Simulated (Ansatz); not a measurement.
**C3H9NOSi (SMILES C=N[SiH2]COC): density, localisation and related maps**

Input

```
crystal:
  periodic: [false, false, false]
  atoms:
    - { symbol: C, position_ang: [1.7184, -0.9215, -1.1963] }
    - { symbol: "N", position_ang: [1.0008, -1.5125, -0.3048] }
    - { symbol: Si, position_ang: [0.8644, -0.6875, 1.2283] }
    - { symbol: C, position_ang: [-0.6712, 0.3954, 1.1664] }
    - { symbol: O, position_ang: [-0.7624, 1.3933, 0.1289] }
    - { symbol: C, position_ang: [-1.5503, 0.96, -0.9746] }
    - { symbol: H, position_ang: [2.236, 0.0473, -1.0632] }
    - { symbol: H, position_ang: [1.8421, -1.397, -2.1836] }
    - { symbol: H, position_ang: [2.0967, 0.117, 1.432] }
    - { symbol: H, position_ang: [0.7597, -1.7049, 2.3023] }
    - { symbol: H, position_ang: [-0.6955, 0.952, 2.11] }
    - { symbol: H, position_ang: [-1.57, -0.2334, 1.163] }
    - { symbol: H, position_ang: [-2.587, 0.8041, -0.6609] }
    - { symbol: H, position_ang: [-1.5335, 1.745, -1.7354] }
    - { symbol: H, position_ang: [-1.1482, 0.0427, -1.412] }
basis:
  gaussian:
    orbitals: def2-SVPD
hamiltonian:
  xc: pbe0
output:
  orbitals: {}
  forces: true
```

Run with:

```sh
python energy.py
```

Not at a stationary point (largest force 2.0 eV/Å).

Computed with SCF PBE0, Gaussian basis in Ansatz.

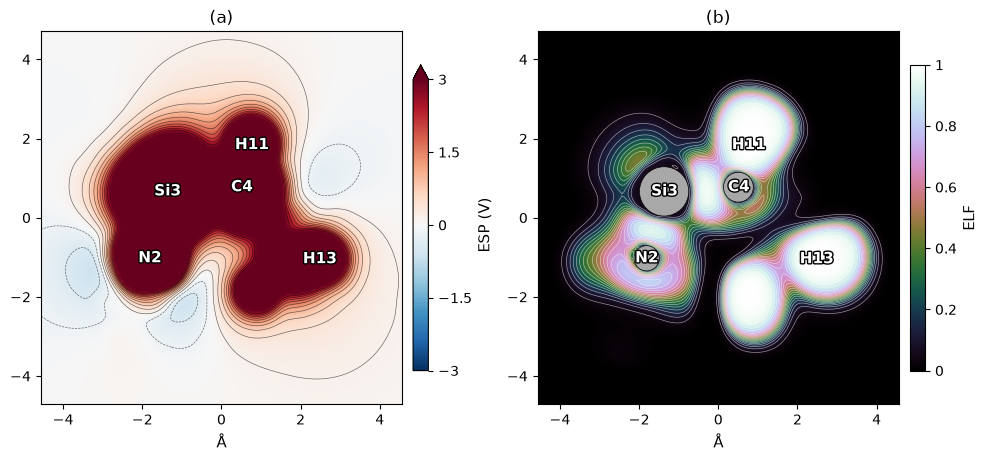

Figure 1. (a) molecular electrostatic potential; (b) electron localisation function on the plane of atoms N2, Si3 and C4. Grey discs cover the atomic cores in the ELF map.

Read the bonding off the picture.

The section cuts through N, Si, C and H sites. Si–N (1.75 Å): the ELF peaks at about 0.95 between the atoms, as expected for a shared but strongly polarised pair. C–Si (1.88 Å): the ELF peaks at about 1 between the atoms, as expected for a covalent bond. C–H (1.10 Å): the ELF climbs to about 1 towards the hydrogen, as it does in any bond to H; a covalent bond by its length. Outside the dense part of the molecule the potential is most negative (−0.6 V) near N2.

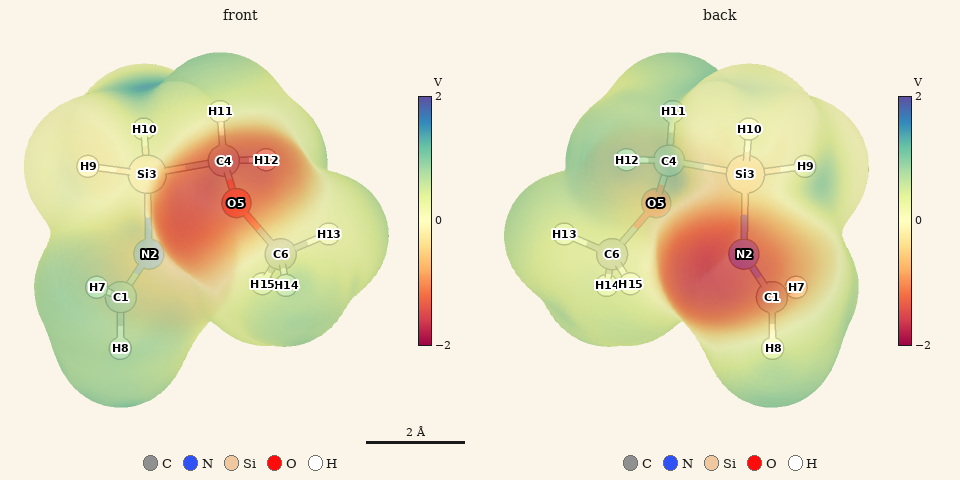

Figure 2. The electrostatic potential painted on the density surface at 0.002 e/bohr³, seen from the front and from behind; red is negative and blue positive.

Describe the electrostatic potential map.

The most negative region (about −1.6 V) lies over N2, the most positive (about +1.2 V) over Si3. N2 is the likeliest acceptor of a hydrogen bond.

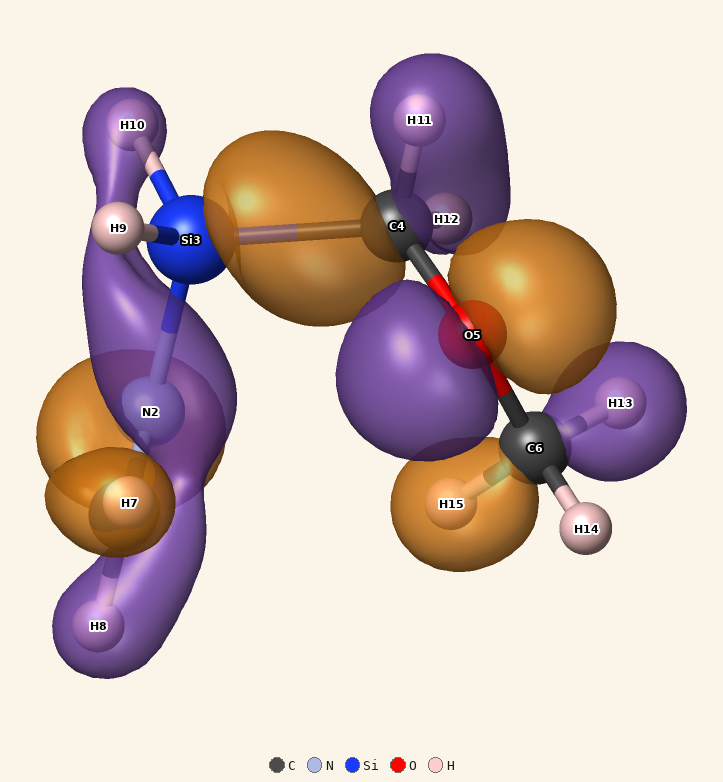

Figure 3. One frontier orbital at ±0.1 Å⁻³ᐟ² (orange and purple are the two phases), seen at a tilt.

Which orbital is it: HOMO or LUMO?

The HOMO, at −7.07 eV. Its weight (Hirshfeld) is mainly on O5 (about 35 %), N2 (about 15 %), C4 (about 15 %) and Si3 (about 10 %).

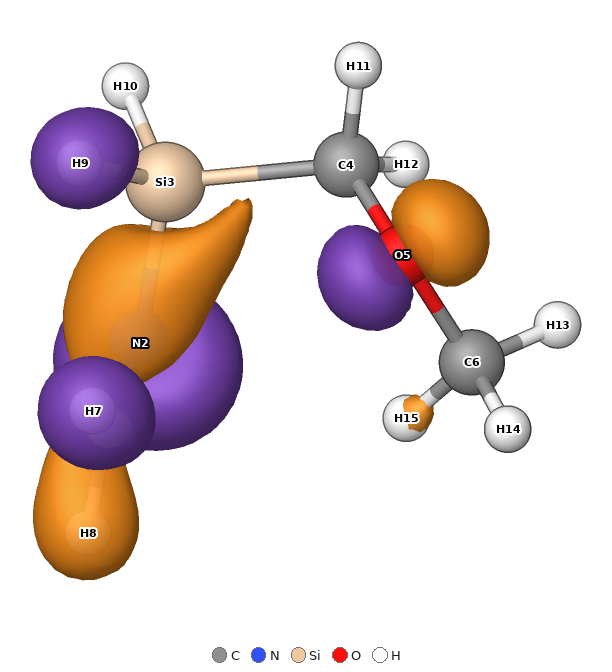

Figure 4. The HOMO−1 at ±0.15 Å⁻³ᐟ² (orange and purple are the two phases), seen across its widest extent.

What is the character of this orbital?

Its weight (Hirshfeld) is mainly on N2 (about 45 %), O5 (about 10 %), Si3 (about 10 %) and C1 (about 10 %). Its energy is −7.43 eV.
